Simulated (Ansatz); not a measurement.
# AlFH2N radical: functionals against CCSD(T) at one geometry

A test off equilibrium: a structure displaced at random from a GFN2-xTB minimum is computed at several levels, and each is set against CCSD(T).

Method: single points in def2-TZVPP; program: Ansatz 0.2.0, Gaussian basis.

Cores are frozen in the correlated methods. Orbitals are unrestricted.

### Step 1. The starting structure

SMILES `[NH2][Al][F]`, 5 atoms, charge 0, spin multiplicity 2.

Atoms are counted from 1 here; the program's logs count them from 0.

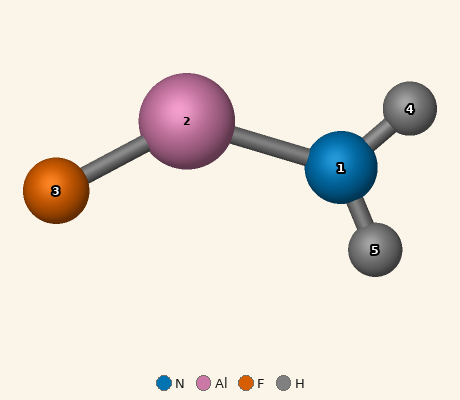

The starting geometry (nitrogen blue, aluminium pink, fluorine orange, hydrogen grey); atoms are numbered from 1 in the order of the file.

As a file:

```xyz
5
charge 0, multiplicity 2
N    -0.4605    0.4920   -0.3035
Al    0.5994   -0.4033    0.8320
F     1.4496   -1.8324    0.7858
H    -0.7491    1.4391   -0.1402
H    -0.7991    0.2171   -1.1902
```

### Step 2. CCSD(T)/def2-TZVPP

The input, run/in.yaml:

```yaml
crystal:
  periodic: [false, false, false]
  atoms:
    - {symbol: N, position_ang: [-0.460500, 0.492000, -0.303500]}
    - {symbol: Al, position_ang: [0.599400, -0.403300, 0.832000]}
    - {symbol: F, position_ang: [1.449600, -1.832400, 0.785800]}
    - {symbol: H, position_ang: [-0.749100, 1.439100, -0.140200]}
    - {symbol: H, position_ang: [-0.799100, 0.217100, -1.190200]}
basis:
  gaussian: {orbitals: def2-TZVPP}
magnetization: {spin_polarized: true, initial_magnetization: 1}
correlation: {method: ccsd_t}
scf: {omitted_lower_state_checks: [cluster_reference]}
output: {forces: true}
```

The command line of these runs was not kept.

### Step 3. PBE0-D4/def2-TZVPP

run/in.yaml: that of step 2 with these lines changed.

```diff
@@ -11,4 +11,3 @@
 magnetization: {spin_polarized: true, initial_magnetization: 1}
-correlation: {method: ccsd_t}
-scf: {omitted_lower_state_checks: [cluster_reference]}
-output: {forces: true}
+hamiltonian: {xc: pbe0, dispersion: d4}
+output: {forces: true, orbitals: {seedname: orbitals}}
```

### Step 4. wB97M-V/def2-TZVPP

run/in.yaml: that of step 3 with these lines changed.

```diff
@@ -11,3 +11,3 @@
 magnetization: {spin_polarized: true, initial_magnetization: 1}
-hamiltonian: {xc: pbe0, dispersion: d4}
-output: {forces: true, orbitals: {seedname: orbitals}}
+hamiltonian: {xc: {name: wB97M-V}}
+output: {forces: true}
```

### Step 5. r2SCAN-D4/def2-TZVPP

run/in.yaml: that of step 4 with these lines changed.

```diff
@@ -11,3 +11,3 @@
 magnetization: {spin_polarized: true, initial_magnetization: 1}
-hamiltonian: {xc: {name: wB97M-V}}
+hamiltonian: {xc: r2scan, dispersion: d4}
 output: {forces: true}
```

### Step 6. PBE-D4/def2-TZVPP

run/in.yaml: that of step 5 with these lines changed.

```diff
@@ -11,3 +11,3 @@
 magnetization: {spin_polarized: true, initial_magnetization: 1}
-hamiltonian: {xc: r2scan, dispersion: d4}
+hamiltonian: {xc: pbe, dispersion: d4}
 output: {forces: true}
```

### Step 7. B97M-V/def2-TZVPP

run/in.yaml: that of step 6 with these lines changed.

```diff
@@ -11,3 +11,3 @@
 magnetization: {spin_polarized: true, initial_magnetization: 1}
-hamiltonian: {xc: pbe, dispersion: d4}
+hamiltonian: {xc: {name: B97M-V}}
 output: {forces: true}
```

### Step 8. SPW92/def2-TZVPP

run/in.yaml: that of step 7 with these lines changed.

```diff
@@ -11,3 +11,3 @@
 magnetization: {spin_polarized: true, initial_magnetization: 1}
-hamiltonian: {xc: {name: B97M-V}}
+hamiltonian: {xc: lda}
 output: {forces: true}
```

(Steps that only read results are left out.)

Before running it: what results should come out? Wanted: energy less free atoms, CCSD(T)/def2-TZVPP; RMS force component; RMS force error; HOMO and LUMO, PBE0-D4; T1 diagnostic.

The runs gave:

| quantity | value |
| --- | --- |
| energy less free atoms, CCSD(T)/def2-TZVPP | -1616.6 kJ/mol |
| RMS force component | 0.391 to 0.655 eV/Å over the methods |
| RMS force error | PBE0-D4 0.054, wB97M-V 0.064, r2SCAN-D4 0.044, PBE-D4 0.201, B97M-V 0.121, SPW92 0.264 eV/Å |
| HOMO and LUMO, PBE0-D4 | -5.75 and -2.22 eV |
| T1 diagnostic | 0.015 |

Against CCSD(T) the functionals' energies less atoms differ by -302.8 to -37.9 kJ/mol, PBE-D4 by -91.0 kJ/mol. CCSD(T) in triple zeta still lacks some correlation energy of the bonds, so part of these gaps is its own basis error and they don't rank the functionals. For forces r2SCAN-D4 does best and SPW92 worst. Frozen-core CCSD(T) forces in triple zeta carry basis errors of their own, and this is one geometry, so small gaps rank nothing.
